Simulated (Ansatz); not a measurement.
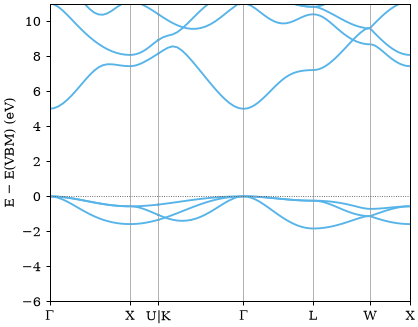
Fig. 1. Band structure from PBE (plane waves, PAW; program Ansatz)

Problem. Read off the gap and where the band edges lie.

Solution. About 5.0 eV (5.00 eV by a search for the band edges); maximum at Γ, minimum at Γ.

Problem. Which compound is it?
A) RbBr, rock salt
B) NaCl, rock salt
C) NaI, rock salt
D) KBr, rock salt

Solution. B, NaCl, rock salt

Space group Fm-3m (rock salt). The PBE relaxation kept the symmetry of its start.

Potentials: the later of the program's two PAW sets.
